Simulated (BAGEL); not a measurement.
# A workflow on GeSiH4O (SMILES [SiH3][O][GeH])

Aim: the energy (HF/def2-SVP), then a single-point energy (NEVPT2(2,2)/def2-SVP) of GeSiH4O. 

The results are computed with BAGEL 1.2.2.

1 further run of the same task is left out (set aside as unsound or not needed).

## 1. The structure to begin with

GeSiH4O has 7 atoms, charge 0, and is taken as a singlet. As SMILES, `[SiH3][O][GeH]`. The shape is that of a PBE0-D4/def2-TZVP optimisation. This is one conformer, not always the lowest.

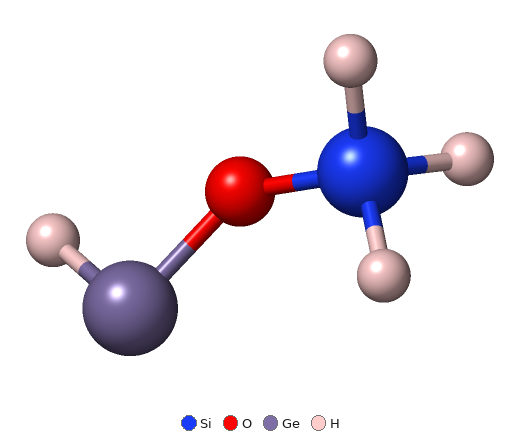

Viewed from a chosen angle; silicon blue, oxygen red, germanium purple, hydrogen pink.

## 2. The energy at HF/def2-SVP (density fitting with svp-jkfit) (run 1)

File calc.json:

```json
{ "bagel": [

{
  "title": "molecule",
  "basis": "svp",
  "df_basis": "svp-jkfit",
  "angstrom": true,
  "geometry": [
    { "atom": "Si", "xyz": [   -0.741714,    0.650909,   -0.296507 ] },
    { "atom": "O", "xyz": [    0.533500,   -0.139300,    0.373700 ] },
    { "atom": "Ge", "xyz": [    1.261400,   -1.756200,    0.134200 ] },
    { "atom": "H", "xyz": [   -1.409214,   -0.197591,   -1.323807 ] },
    { "atom": "H", "xyz": [   -0.260914,    1.901309,   -0.937507 ] },
    { "atom": "H", "xyz": [   -1.722514,    0.988109,    0.766393 ] },
    { "atom": "H", "xyz": [    2.400800,   -1.515100,    1.238000 ] }
  ]
},
{
  "title": "hf"
},
{
  "title": "print",
  "file": "orbitals.molden",
  "orbitals": true
}

]}
```

Run with:

```sh
BAGEL_NUM_THREADS=1 BAGEL calc.json > calc.out
```

The program printed:

```text
* using 1 threads per process

  ===============================================================
  ===============================================================

  *** Geometry ***

  { "atom" : "Si", "xyz" : [     -1.401636,      1.230040,     -0.560317 ] },
  { "atom" : "O", "xyz" : [      1.008169,     -0.263239,      0.706191 ] },
  { "atom" : "Ge", "xyz" : [      2.383701,     -3.318737,      0.253601 ] },
  { "atom" : "H", "xyz" : [     -2.663029,     -0.373393,     -2.501633 ] },
  { "atom" : "H", "xyz" : [     -0.493056,      3.592953,     -1.771631 ] },
  { "atom" : "H", "xyz" : [     -3.255080,      1.867255,      1.448273 ] },
  { "atom" : "H", "xyz" : [      4.536854,     -2.863124,      2.339481 ] },

  Number of auxiliary basis functions:      543

  Since a DF basis is specified, we compute 2- and 3-index integrals:
    o Being stored without compression. Storage requirement is 0.031 GB

  Number of basis functions:       84
  Number of electrons      :       58

    * METHOD: MOLECULE                             0.44

  *** RHF ***

  === Nuclear Repulsion ===
   234.9413873635

      * DIIS with orbital gradients will be used.

  === RHF iteration (svp) ===
      0      -2440.92588250          0.01726645           0.17
      1      -2440.99369293          0.01540267           0.16
      2      -2441.10259149          0.00114209           0.16
      3      -2441.10410963          0.00022440           0.16
      4      -2441.10416710          0.00008912           0.16
      5      -2441.10417582          0.00002558           0.16
      6      -2441.10417706          0.00000943           0.16
      7      -2441.10417723          0.00000287           0.16
      8      -2441.10417724          0.00000153           0.16
      9      -2441.10417724          0.00000053           0.16
     10      -2441.10417724          0.00000013           0.16
     11      -2441.10417724          0.00000006           0.16
     12      -2441.10417724          0.00000002           0.16
     13      -2441.10417724          0.00000000           0.16
    * SCF iteration converged.

    * Permanent dipole moment:
           (   -0.041800,     0.375948,     0.164745) a.u.

    * METHOD: HF                                   2.69

    * METHOD: PRINT                                0.03

  ===============================================================
```

Run time: 3.6 s. Hardware: 1 thread of Intel Xeon Platinum 8259CL at 2.50GHz (Skylake/Cascade Lake), shared host; peak memory 0.15 GiB.

## 3. A single-point energy at NEVPT2(2,2)/def2-SVP (density fitting with svp-jkfit) (run 2)

File calc.json:

```json
{ "bagel" : [

{
  "title" : "molecule",
  "basis" : "svp",
  "df_basis" : "svp-jkfit",
  "angstrom" : "true",
  "geometry" : [
    { "atom" : "Si", "xyz" : [   -0.741714,    0.650909,   -0.296507 ] },
    { "atom" : "O", "xyz" : [    0.533500,   -0.139300,    0.373700 ] },
    { "atom" : "Ge", "xyz" : [    1.261400,   -1.756200,    0.134200 ] },
    { "atom" : "H", "xyz" : [   -1.409214,   -0.197591,   -1.323807 ] },
    { "atom" : "H", "xyz" : [   -0.260914,    1.901309,   -0.937507 ] },
    { "atom" : "H", "xyz" : [   -1.722514,    0.988109,    0.766393 ] },
    { "atom" : "H", "xyz" : [    2.400800,   -1.515100,    1.238000 ] }
  ]
},
{
  "title" : "hf"
},
{
  "title" : "nevpt2",
  "nstate" : 1,
  "nact" : 2,
  "nclosed" : 28,
  "active" : [21, 32],
  "maxiter" : 200,
  "natocc" : "true",
  "ncore" : 15
},
{
  "title" : "print",
  "file" : "orbitals.molden",
  "orbitals" : "true"
}

]}
```

Run with:

```sh
BAGEL_NUM_THREADS=1 BAGEL calc.json > calc.out
```

The program printed:

```text
* using 1 threads per process

  ===============================================================
  ===============================================================

  *** Geometry ***

  { "atom" : "Si", "xyz" : [     -1.401636,      1.230040,     -0.560317 ] },
  { "atom" : "O", "xyz" : [      1.008169,     -0.263239,      0.706191 ] },
  { "atom" : "Ge", "xyz" : [      2.383701,     -3.318737,      0.253601 ] },
  { "atom" : "H", "xyz" : [     -2.663029,     -0.373393,     -2.501633 ] },
  { "atom" : "H", "xyz" : [     -0.493056,      3.592953,     -1.771631 ] },
  { "atom" : "H", "xyz" : [     -3.255080,      1.867255,      1.448273 ] },
  { "atom" : "H", "xyz" : [      4.536854,     -2.863124,      2.339481 ] },

  Number of auxiliary basis functions:      543

  Since a DF basis is specified, we compute 2- and 3-index integrals:
    o Being stored without compression. Storage requirement is 0.031 GB

  Number of basis functions:       84
  Number of electrons      :       58

    * METHOD: MOLECULE                             0.43

  *** RHF ***

  === Nuclear Repulsion ===
   234.9413873635

      * DIIS with orbital gradients will be used.

  === RHF iteration (svp) ===
      0      -2440.92588250          0.01726645           0.17
      1      -2440.99369293          0.01540267           0.16
      2      -2441.10259149          0.00114209           0.15
      3      -2441.10410963          0.00022440           0.15
      4      -2441.10416710          0.00008912           0.15
      5      -2441.10417582          0.00002558           0.14
      6      -2441.10417706          0.00000943           0.12
      7      -2441.10417723          0.00000287           0.12
      8      -2441.10417724          0.00000153           0.13
      9      -2441.10417724          0.00000053           0.12
     10      -2441.10417724          0.00000013           0.12
     11      -2441.10417724          0.00000006           0.17
     12      -2441.10417724          0.00000002           0.22
     13      -2441.10417724          0.00000000           0.21
    * SCF iteration converged.

    * Permanent dipole moment:
           (   -0.041800,     0.375948,     0.164745) a.u.

    * METHOD: HF                                   2.60

    * freezing 15 orbitals
  ---------------------------
      CASSCF calculation
  ---------------------------

    ==== Active orbitals : =====
         Orbital 21
         Orbital 32
    ============================

    * nstate   :      1
    * nclosed  :     28
    * nact     :      2
    * nvirt    :     54
  === CASSCF iteration (svp) ===

    * Using the second-order algorithm

      0  0     -2441.10418984     5.48e-06      0.06

      1  0     -2441.10456996     9.13e-05      0.75

      2  0     -2441.11400449     5.27e-04      0.96

      3  0     -2441.11840737     2.57e-04      0.94

      4  0     -2441.11922041     2.35e-04      0.93

      5  0     -2441.11938846     7.71e-05      0.89

      6  0     -2441.11939164     3.58e-05      1.19

      7  0     -2441.11939193     1.55e-05      1.31

      8  0     -2441.11939198     6.57e-06      1.19

      9  0     -2441.11939199     2.75e-06      1.28

     10  0     -2441.11939199     1.15e-06      1.21

     11  0     -2441.11939199     4.79e-07      0.97

     12  0     -2441.11939199     2.00e-07      0.96

     13  0     -2441.11939199     8.33e-08      0.90

     14  0     -2441.11939199     3.47e-08      0.94

     15  0     -2441.11939199     1.45e-08      0.87

     16  0     -2441.11939199     6.04e-09      0.69

    * Second-order optimization converged. *

     guess   0:   closed 1.                   open ..

  === FCI iteration ===

      0  0     -2441.10402372     9.34e-02      0.00
      1  0     -2441.11938149     1.85e-03      0.00
      2  0 *   -2441.11939199     9.46e-16      0.00

     * ci vector, state   0, <S^2> = 0.0000
       2.     0.9966334537
       .2    -0.0819863335

  === DF-NEVPT2 calculation ===

    * 3-index integral transformation done
    * assembly done

      NEVPT2 correlation energy:   -0.4774443177      0.27

          (+0)     -0.3885884174
          (+0)'    -0.0451308454
          (+1)     -0.0051470114
          (+1)'    -0.0000000000
          (+2)     -0.0003346514
          (-1)     -0.0330997690
          (-1)'     0.0000000000
          (-2)     -0.0051436232

      NEVPT2 total energy:       -2441.5968363051

    * METHOD: NEVPT2                              16.87

    * METHOD: PRINT                                0.02

  ===============================================================
```

It took 20 s on 1 thread of Intel Xeon Platinum 8259CL at 2.50GHz (Skylake/Cascade Lake), shared host; peak memory 0.15 GiB.

## 4. What came out

```
                                 quantity           value
         run 1, HF/def2-SVP: total energy  -2441.10418 Eh
        run 1, HF/def2-SVP: dipole moment          1.05 D
          run 1, HF/def2-SVP: HOMO energy        -9.32 eV
          run 1, HF/def2-SVP: LUMO energy         0.66 eV
        run 1, HF/def2-SVP: HOMO–LUMO gap         9.98 eV
run 2, NEVPT2(2,2)/def2-SVP: total energy  -2441.59684 Eh
```
